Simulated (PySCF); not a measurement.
# Two runs on C5H13AlO

System: C5H13AlO (AlEt2(OMe)), SMILES C[CH2][Al]([CH2]C)[O]C.
Method of run 1: GIAO B3LYP/pcSseg-1 Al:pcSseg-2 NMR shielding, non-relativistic, gas phase (PySCF 2.14.0).

The geometry comes from this level: PBE0-D3(BJ)/def2-SVP. Text and figures count atoms from 1; the logs count them from 0 in places.

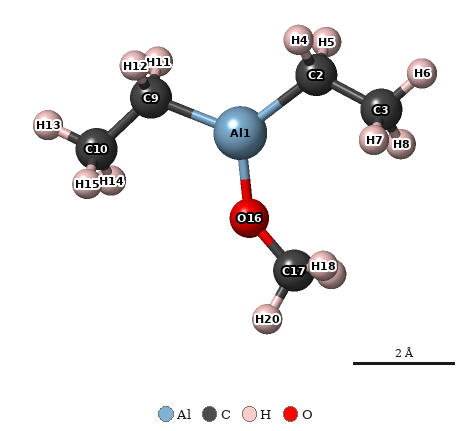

The structure as given in the input (ball-and-stick view, seen at a tilt; atoms are numbered from 1 in the order of the input). Sticks mark near contacts.

## Input file, run 1
```
{"job": {"kind": "nmr", "xc": "B3LYP", "basis": {"default": "pcSseg-1", "Al": "pcSseg-2"}, "pop": false}, "charge": 0, "multiplicity": 1}
Al     0.037663     0.349345    -0.114748
C      1.974447     0.074407    -0.305690
C      2.532220    -1.292458     0.091427
H      2.487087     0.878575     0.255609
H      2.219652     0.293303    -1.363585
H      3.617618    -1.373799    -0.086864
H      2.367481    -1.506301     1.160091
H      2.052461    -2.111153    -0.469511
C     -0.825887     2.079404    -0.429413
C     -2.336815     2.146216    -0.213863
H     -0.569005     2.386688    -1.461926
H     -0.310428     2.826745     0.204341
H     -2.747112     3.148515    -0.423024
H     -2.871938     1.432497    -0.859658
H     -2.611066     1.891713     0.822050
O     -0.995643    -0.934948     0.313984
C     -1.026193    -2.271965     0.667480
H     -0.243722    -2.538247     1.403413
H     -0.886549    -2.934569    -0.207634
H     -2.001849    -2.529828     1.116849
```

The first line tells a small driver script what to run in PySCF; the rest is the geometry in Å.

Launched with:
```bash
OMP_NUM_THREADS=1 python <driver script> task.json out
```

Hardware: 1 CPU thread, shared host.

## Output (run 1)
```
coarse grid: 16200 points
cycle   1  E = -515.8278537510  dE =  3.081e-01  |g| = 9.508e-01  |ddm| = 3.706e+00
cycle   2  E = -515.4025782421  dE =  4.253e-01  |g| = 1.714e+00  |ddm| = 2.110e+00
cycle   3  E = -516.0037062318  dE = -6.011e-01  |g| = 2.548e-01  |ddm| = 1.568e+00
cycle   4  E = -516.0168758965  dE = -1.317e-02  |g| = 7.402e-02  |ddm| = 2.380e-01
cycle   5  E = -516.0181898365  dE = -1.314e-03  |g| = 9.055e-03  |ddm| = 5.904e-02
cycle   6  E = -516.0182070033  dE = -1.717e-05  |g| = 1.992e-03  |ddm| = 9.257e-03
cycle   7  E = -516.0182076824  dE = -6.791e-07  |g| = 9.464e-04  |ddm| = 1.987e-03
final grid: 148976 points
cycle   8  E = -516.0801511587  dE = -3.476e-05  |g| = 7.552e-03  |ddm| = 2.158e-02
cycle   9  E = -516.0801390021  dE =  1.216e-05  |g| = 1.059e-02  |ddm| = 1.257e-02
cycle  10  E = -516.0801643849  dE = -2.538e-05  |g| = 1.253e-03  |ddm| = 7.564e-03
cycle  11  E = -516.0801646767  dE = -2.918e-07  |g| = 2.130e-04  |ddm| = 1.026e-03
cycle  12  E = -516.0801646854  dE = -8.662e-09  |g| = 5.982e-05  |ddm| = 2.078e-04
cycle  13  E = -516.0801646860  dE = -6.637e-10  |g| = 1.738e-05  |ddm| = 5.877e-05
converged SCF energy = -516.0801646860

GIAO shielding tensors (ppm)
atom      isotropic    diamagn.    paramagn.     s11        s22        s33       span
  0 Al     350.493     801.150    -450.657    275.812    330.572    445.095    169.282
  1 C      174.765     253.230     -78.465    157.857    171.450    194.990     37.133
  2 C      167.573     243.635     -76.062    160.823    163.436    178.461     17.638
  3 H       31.252      32.389      -1.137     27.002     30.425     36.329      9.327
  4 H       31.295      32.428      -1.133     27.134     30.392     36.360      9.227
  5 H       30.058      26.875       3.183     24.981     27.828     37.364     12.383
  6 H       30.288      30.341      -0.053     26.488     28.729     35.647      9.159
  7 H       30.191      30.535      -0.344     26.167     29.110     35.296      9.129
  8 C      176.445     253.248     -76.803    157.904    174.541    196.891     38.987
  9 C      168.489     241.962     -73.473    161.791    163.938    179.739     17.948
 10 H       31.402      32.237      -0.836     27.143     30.510     36.553      9.410
 11 H       31.400      32.280      -0.880     27.083     30.525     36.592      9.509
 12 H       30.270      26.159       4.111     25.125     28.007     37.678     12.553
 13 H       30.403      29.606       0.797     26.122     29.226     35.862      9.740
 14 H       30.445      29.633       0.813     26.262     29.135     35.939      9.677
 15 O      271.560     399.368    -127.808    165.163    301.118    348.400    183.237
 16 C      123.729     239.291    -115.562     96.253     98.480    176.454     80.201
 17 H       27.202      29.479      -2.277     22.948     25.859     32.799      9.851
 18 H       27.271      28.773      -1.502     23.560     24.810     33.442      9.883
 19 H       27.384      27.576      -0.191     23.115     25.261     33.777     10.662
```

The input of run 2 differs as follows (lines with − go, lines with + come):
```diff
-"xc": "B3LYP"
+"xc": "PBE0"
-"pop": false
```

How does run 2 compare with run 1?

The total energies belong to different methods, so their difference says nothing on which is more stable or more accurate. The HOMO goes from −6.71 to −6.92 eV. The LUMO goes from −0.29 to −0.07 eV. Of all shieldings, the largest change is that of Al1, by +9.2 ppm. The functional changes from B3LYP to PBE0. The SCF takes 12 iterations against 13.

## Output (run 2)
```
coarse grid: 16200 points
cycle   1  E = -515.3961933810  dE =  3.075e-01  |g| = 8.447e-01  |ddm| = 3.677e+00
cycle   2  E = -515.1566526632  dE =  2.395e-01  |g| = 1.383e+00  |ddm| = 1.714e+00
cycle   3  E = -515.5393348779  dE = -3.827e-01  |g| = 1.817e-01  |ddm| = 1.200e+00
cycle   4  E = -515.5459318278  dE = -6.597e-03  |g| = 5.367e-02  |ddm| = 1.669e-01
cycle   5  E = -515.5466263532  dE = -6.945e-04  |g| = 6.075e-03  |ddm| = 4.134e-02
cycle   6  E = -515.5466340753  dE = -7.722e-06  |g| = 1.088e-03  |ddm| = 6.235e-03
final grid: 148976 points
cycle   7  E = -515.5972172764  dE = -2.893e-05  |g| = 1.255e-02  |ddm| = 2.479e-02
cycle   8  E = -515.5971834746  dE =  3.380e-05  |g| = 1.832e-02  |ddm| = 1.942e-02
cycle   9  E = -515.5972499474  dE = -6.647e-05  |g| = 1.883e-03  |ddm| = 1.194e-02
cycle  10  E = -515.5972506895  dE = -7.422e-07  |g| = 1.281e-04  |ddm| = 1.427e-03
cycle  11  E = -515.5972506926  dE = -3.116e-09  |g| = 5.461e-05  |ddm| = 1.618e-04
cycle  12  E = -515.5972506932  dE = -6.044e-10  |g| = 1.573e-05  |ddm| = 5.012e-05
converged SCF energy = -515.5972506932

GIAO shielding tensors (ppm)
atom      isotropic    diamagn.    paramagn.     s11        s22        s33       span
  0 Al     359.658     800.980    -441.322    287.111    337.865    453.999    166.889
  1 C      181.030     254.002     -72.971    164.725    178.462    199.905     35.180
  2 C      173.585     244.696     -71.111    167.102    169.672    183.980     16.878
  3 H       31.156      32.368      -1.212     26.671     30.185     36.611      9.940
  4 H       31.196      32.397      -1.201     26.803     30.147     36.637      9.833
  5 H       29.987      27.016       2.972     24.715     27.618     37.629     12.914
  6 H       30.197      30.095       0.102     26.198     28.555     35.837      9.638
  7 H       30.097      30.268      -0.171     25.863     28.934     35.493      9.630
  8 C      182.603     254.035     -71.432    164.724    181.194    201.891     37.167
  9 C      174.474     243.050     -68.576    168.002    170.222    185.197     17.194
 10 H       31.297      32.236      -0.939     26.804     30.259     36.829     10.025
 11 H       31.294      32.274      -0.980     26.744     30.275     36.864     10.120
 12 H       30.200      26.340       3.860     24.858     27.806     37.935     13.076
 13 H       30.308      29.355       0.953     25.817     29.044     36.063     10.246
 14 H       30.350      29.381       0.969     25.956     28.954     36.140     10.184
 15 O      279.745     398.789    -119.044    174.401    309.627    355.208    180.806
 16 C      129.712     240.229    -110.518    102.768    104.790    181.577     78.809
 17 H       27.150      29.258      -2.107     22.788     25.837     32.826     10.038
 18 H       27.216      28.583      -1.367     23.415     24.743     33.489     10.074
 19 H       27.319      27.456      -0.137     22.948     25.152     33.857     10.908
```

## The two runs side by side

```tsv
quantity	run 1	run 2
outcome	converged	converged
total energy (hartree)	−516.080165	−515.597251
HOMO (eV)	−6.71	−6.92
LUMO (eV)	−0.29	−0.07
dipole moment (D)	0.88	0.88
shielding of Al1 (ppm)	350.5	359.7
shielding of C2 (ppm)	174.8	181.0
shielding of C3 (ppm)	167.6	173.6
shielding of C9 (ppm)	176.4	182.6
shielding of C10 (ppm)	168.5	174.5
shielding of O16 (ppm)	271.6	279.7
shielding of C17 (ppm)	123.7	129.7
SCF iterations	13	12
basis functions	210	210
wall time (shared host)	29 s	41 s
```
